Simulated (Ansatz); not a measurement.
# Calculations on CH6BCl

## 1. Relaxation

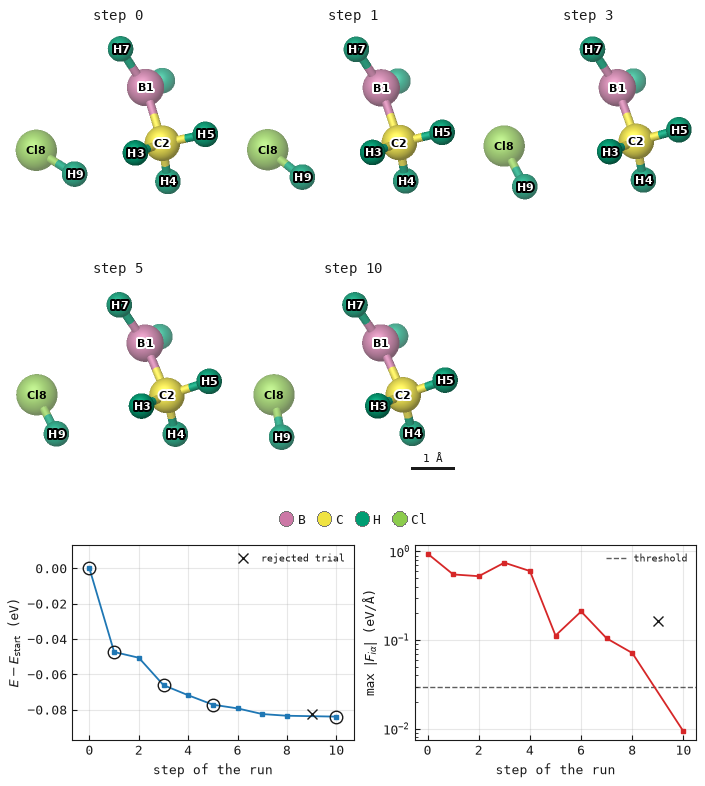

Frames of a relaxation of CH6BCl, marked on the history of the run. A ball-and-stick model, seen from a free direction.

The run prepares an end point of a later path (reaction) calculation, from a guessed geometry.

All numbers below come from RKS B3LYP/def2-SVP in Ansatz 0.2.0.

Input file:
```yaml
crystal:
  periodic: [false, false, false]
  atoms:
    - { symbol: B, position_ang: [0.01735, 0.150944, 0.234371] }
    - { symbol: C, position_ang: [0.026524, 0.232324, 1.819896] }
    - { symbol: H, position_ang: [-0.928147, -0.017117, 2.30908] }
    - { symbol: H, position_ang: [0.860409, -0.305966, 2.298619] }
    - { symbol: H, position_ang: [0.208391, 1.303397, 2.050342] }
    - { symbol: H, position_ang: [1.057041, 0.076381, -0.374884] }
    - { symbol: H, position_ang: [-1.006376, 0.290392, -0.389384] }
    - { symbol: Cl, position_ang: [-0.360276, -2.866057, 0.577843] }
    - { symbol: H, position_ang: [-0.308915, -2.051098, 1.633716] }
basis:
  gaussian: { orbitals: def2-SVP }
hamiltonian:
  xc: b3lyp
relax:
  f_tol: 0.03
  max_steps: 50
output:
  orbitals: {}
```

Launched with:
```bash
ansatz run input.yaml --threads 1 --pin off --max-ram 2048MiB --backend cpu --events-out ev --progress --plain --runs-dir out
```

**What happens along the run?**

The atom that moves furthest after the best rigid fit is H9 (0.71 Å). By element the largest moves are H 0.71 Å, Cl 0.24 Å, C 0.15 Å, B 0.06 Å. Near-neighbour distances that change, for instance: Cl8–H9 1.335 → 1.291 Å, B1–C2 1.588 → 1.565 Å. After 9 accepted moves (10 points after the start) the energy has fallen by 0.084 eV. The largest force component goes from 0.95 to 0.0093 eV/Å. The line search rejected the trial step at point 9 of the run. From step 0 to 1: H9 moves most (0.19 Å), energy −0.047 eV. From step 1 to 3: H9 moves most (0.37 Å), energy −0.019 eV. From step 3 to 5: H9 moves most (0.14 Å), energy −0.011 eV. From step 5 to 10: H9 moves most (0.24 Å), energy −0.007 eV.

Limits of the set-up: the start holds two separate molecules, 2.2 Å apart at their closest, whose relative position is a soft coordinate and is computed without a dispersion correction.

## 2. Relaxation

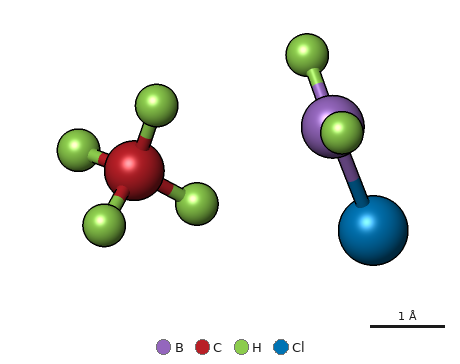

CH6BCl, before the relaxation. Style: ball-and-stick. Shown at a tilt.

The run prepares an end point of a later path (reaction) calculation, from a guessed geometry.

These are results of RKS B3LYP/def2-SVP (Ansatz), not measurements.

Input
```yaml
crystal:
  periodic: [false, false, false]
  atoms:
    - { symbol: B, position_ang: [-0.057785, -0.483426, -0.400635] }
    - { symbol: C, position_ang: [-0.025391, -0.101276, 2.380749] }
    - { symbol: H, position_ang: [-0.951888, -0.001361, 2.96433] }
    - { symbol: H, position_ang: [0.8187, -0.308848, 3.056191] }
    - { symbol: H, position_ang: [0.166309, 0.832518, 1.833244] }
    - { symbol: H, position_ang: [1.055726, -0.041188, -0.420593] }
    - { symbol: H, position_ang: [-1.062224, 0.170207, -0.4272] }
    - { symbol: Cl, position_ang: [-0.240745, -2.292509, -0.516623] }
    - { symbol: H, position_ang: [-0.136702, -0.960917, 1.690138] }
basis:
  gaussian: { orbitals: def2-SVP }
hamiltonian:
  xc: b3lyp
relax:
  f_tol: 0.03
  max_steps: 50
```

Run as
```bash
ansatz run input.yaml --threads 1 --pin off --max-ram 2048MiB --backend cpu --events-out ev --progress --plain --runs-dir out
```

Q: Where does the relaxation end?

A: The energy falls by 17.1 kJ/mol in 10 accepted moves (11 points after the start). Largest force component: 1.2 eV/Å at the start, 0.0024 eV/Å at the end. The line search rejected the trial step at point 10 of the run. The forces were under the threshold at step 7, but the run went on from there. The largest moves after the best rigid fit, 0.58 Å, are those of H6 and H9. Largest moves by element: H 0.58 Å, B 0.55 Å, C 0.41 Å, Cl 0.35 Å. Some distances before and after: B1–Cl8 1.822 → 1.748 Å, C2–H9 1.108 → 1.099 Å.

Final geometry:

```xyz
9

B    -0.0605   -0.5261   -0.9528
C    -0.0258   -0.0951    2.7894
H    -0.9455    0.1153    3.3535
H     0.8254   -0.1562    3.4823
H     0.1514    0.7147    2.0664
H     1.0506   -0.0738   -0.9952
H    -1.0533    0.1483   -0.9713
Cl   -0.2430   -2.2629   -0.8701
H    -0.1334   -1.0510    2.2575
```

The end point in the same view:

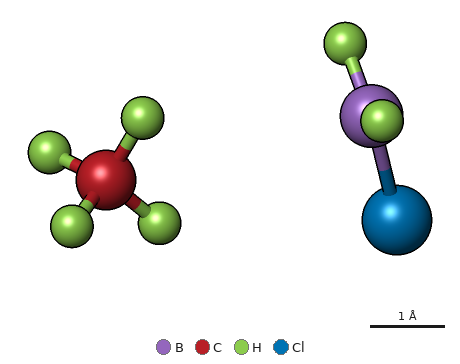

## 3. Path

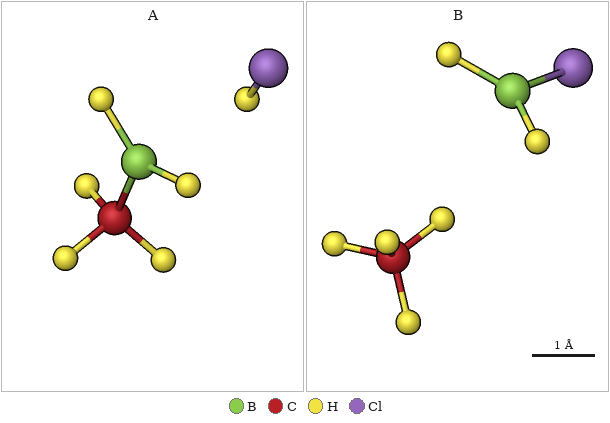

The two relaxed end points of a path for CH₆BCl, made up at the start of CH5B and HCl. The picture is a ball-and-stick view, seen from a free direction.

Level of theory: Ansatz, RKS B3LYP/def2-SVP.

Settings: 7 movable images; climbing image; force threshold 0.03 eV/Å; iteration limit 60.

Start:
```xyz
9

B     0.0218    0.1381    0.2928
C     0.0610    0.3760    1.8394
H    -0.8748    0.1464    2.3735
H     0.9169   -0.0822    2.3594
H     0.2018    1.4751    1.9338
H     1.0476    0.0177   -0.3347
H    -1.0131    0.2537   -0.3209
Cl   -0.2919   -2.7777    0.3719
H    -0.5033   -2.7340    1.6444
```

End:
```xyz
9

B    -0.0828   -0.6645   -0.9365
C    -0.0076    0.0150    2.7681
H    -0.9207    0.2657    3.3263
H     0.8506   -0.0028    3.4547
H     0.1642    0.7741    1.9910
H     1.0290   -0.2199   -1.0204
H    -1.0739    0.0107   -0.9896
Cl   -0.2693   -2.3913   -0.7363
H    -0.1235   -0.9739    2.3022
```

Question: What barrier does the band find between them, and by what path?

Answer: Forward barrier 69.0 kJ/mol, backward barrier 166.9 kJ/mol, with image 3 at the top; the reaction energy is −97.9 kJ/mol. Breaking: B1–C2 (1.57 → 1.71 at the top → 3.77 Å), Cl8–H9 (1.29 → 1.54 at the top → 3.36 Å). Forming: B1–Cl8 (2.93 → 2.16 at the top → 1.75 Å), C2–H9 (3.17 → 1.45 at the top → 1.10 Å). The band converged in 16 iterations. The largest component of the band force went from 8.9 to 0.03 eV/Å. The climbing image converged on the top of the path. Its vibrational analysis gives one imaginary mode (940i cm⁻¹), as a transition state must have.

Energies of the converged images:

| image | path (Å) | E (kJ/mol) |
| --- | --- | --- |
| 0 | 0.00 | 0.0 |
| 1 | 0.64 | 3.1 |
| 2 | 1.28 | 20.3 |
| 3 | 1.92 | 69.0 |
| 4 | 2.54 | -15.2 |
| 5 | 3.15 | -71.7 |
| 6 | 3.77 | -91.7 |
| 7 | 4.39 | -97.0 |
| 8 | 5.01 | -97.9 |

The geometry at the top of the path:

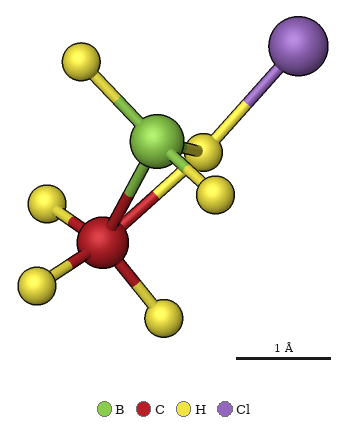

Limits of the set-up: the start holds two separate molecules, 2.9 Å apart at their closest, whose relative position is a soft coordinate and is computed without a dispersion correction.

The run took 4.2 min on 1 thread of Arm Neoverse V2, on a shared host, peak memory 0.17 GiB.
